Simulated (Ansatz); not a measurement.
# TaHCl (quartet): trial inputs and their diagnosis at distance Ta1–Cl2 = 6.311 Å

3 inputs are run for TaHCl (quartet) as typed; the log has to tell whether the result can be used and what must change.

Computed with Ansatz 0.2.0, Gaussian basis. Level: the settings change from run to run.

30 further runs of the same task are left out: 7 for a known fault of the program, 1 for a mislabelled method, 16 that didn't finish, 6 set aside as unsound or not needed.

## 1. The geometry

The geometry derives from a PBE0/def2-TZVP stationary point (not a proven minimum). One bond is set to the value named and the two fragments are kept rigid. No spin-orbit coupling is included. Elements past krypton take def2 core potentials.

3 atoms, charge 0, spin multiplicity 4.

Atoms are counted from 1 here; the program's logs count them from 0.

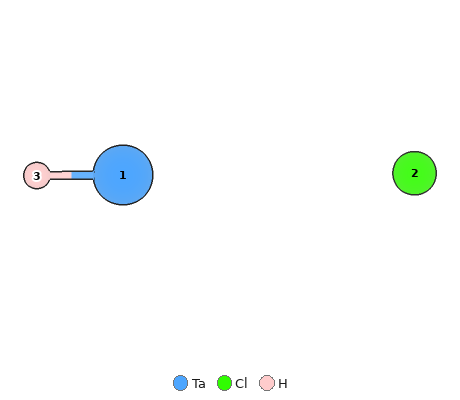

The geometry (tantalum blue, chlorine green, hydrogen pink); atoms are numbered from 1 in the order of the file.

## 2. Input 1

in.yaml reads:

```yaml
crystal:
  periodic: [false, false, false]
  atoms:
    - {symbol: Ta, position_ang: [0.000000, 0.000000, 1.482833]}
    - {symbol: Cl, position_ang: [0.000000, 0.000000, -4.828167]}
    - {symbol: H, position_ang: [0.000000, 0.000000, 3.345333]}
basis:
  gaussian: {orbitals: def2-SVP}
magnetization: {spin_polarized: false, initial_magnetization: 3}
hamiltonian: {xc: pbe0}
correlation: {method: fic_mrcisd_q, electrons: outside_noble_gas, active_space: {window: {electrons: 5, orbitals: 5}}}
```

On the command line:

```console
$ ansatz run in.yaml --threads 1 --pin off --events-out ev --progress --plain --max-ram 2393MiB
```

What it wrote:

```text
Error: invalid value for `correlation.active_space`: it starts from restricted Hartree–Fock orbitals; set hamiltonian.xc: hf without magnetization.spin_polarized
```

Run time: 0.03 s. Hardware: 1 thread of Arm Neoverse V2, shared host.

Diagnosis: The run was refused. An active space is asked on a functional's orbitals. Fix: start from Hartree-Fock.

## 3. Input 2

in.yaml reads:

```yaml
crystal:
  periodic: [false, false, false]
  atoms:
    - {symbol: Ta, position_ang: [0.050000, 0.000000, -4.828167]}
    - {symbol: Cl, position_ang: [0.000000, 0.000000, -4.828167]}
    - {symbol: H, position_ang: [0.000000, 0.000000, 3.345333]}
basis:
  gaussian: {orbitals: def2-SVP}
magnetization: {spin_polarized: true, initial_magnetization: 3}
hamiltonian: {xc: hf}
accuracy: high
scf: {lower_state_search: off}
output: {orbitals: {seedname: orbitals}}
```

Same command.

What it wrote (excerpt; [...] marks lines left out):

```text
Functional definition: HF
  name "HF"
  cite "Fock, Z. Phys. 61, 126 (1930) doi:10.1007/BF01340294"
  parent pbe
[...]
738 factors; integrals over basis functions are off by at most 3.6e-9 eV
[...]
mean field 54869.25341241 eV, 2016.4078711903 hartree, gradient 3.7e-8 eV, S^2 3.754111; 0 other end points of the search recorded, 0 dependent functions left out
reference 54869.25341241 eV, 2016.4078711903 hartree; 17, 14 occupied and 38, 41 virtual orbitals, 738 factors
Total energy: 54869.25341241 eV, 2016.4078711903 hartree
Checks for a lower state left out: stability, starts, cluster_reference, orbital_swaps, neighbouring_geometries, increment
```

Run time: 2 s. Hardware: 1 thread of Arm Neoverse V2, shared host.

**Diagnosis.** The run converged, which proves nothing about the input. One atom lies on top of another. The shortest distance is 0.05 Å, against 1.86 Å in the geometry of step 1. Its energy belongs to another geometry. To mend it, restore its position.

## 4. Input 3

in.yaml reads:

```yaml
crystal:
  periodic: [false, false, false]
  atoms:
    - {symbol: Ta, position_ang: [0.000000, 0.000000, 1.482833]}
    - {symbol: Cl, position_ang: [0.000000, 0.000000, -4.828167]}
    - {symbol: H, position_ang: [0.000000, 0.000000, 3.345333]}
basis:
  gaussian: {orbitals: def2-mTZVP}
magnetization: {spin_polarized: false, initial_magnetization: 3}
correlation: {method: sc_nevpt2, electrons: outside_noble_gas, active_space: {window: {electrons: 5, orbitals: 5}, places: [1, 2]}}
accuracy: high
```

The command is unchanged.

What it wrote:

```text
Error: invalid value for `correlation.active_space`: name one of window, places and ras
```

Wall time 0.03 s (1 thread of Arm Neoverse V2, shared host).

Diagnosis: The run was refused. The active space is defined twice. To mend it, keep one definition.

## 5. How the runs ended

| input | level | ended | cause | time |
| --- | --- | --- | --- | --- |
| 1 | MRCISD+Q(5,5)/def2-SVP | refused | an active space is asked on a functional's orbitals | 0.03 s |
| 2 | HF/def2-SVP | converged | one atom lies on top of another | 2 s |
| 3 | NEVPT2(5,5)/def2-mTZVP | refused | the active space is defined twice | 0.03 s |

2 refused, 1 converged. The input that converges on a wrong geometry or spin is the dangerous one: no error points at it, so geometry and ⟨S²⟩ have to be checked.
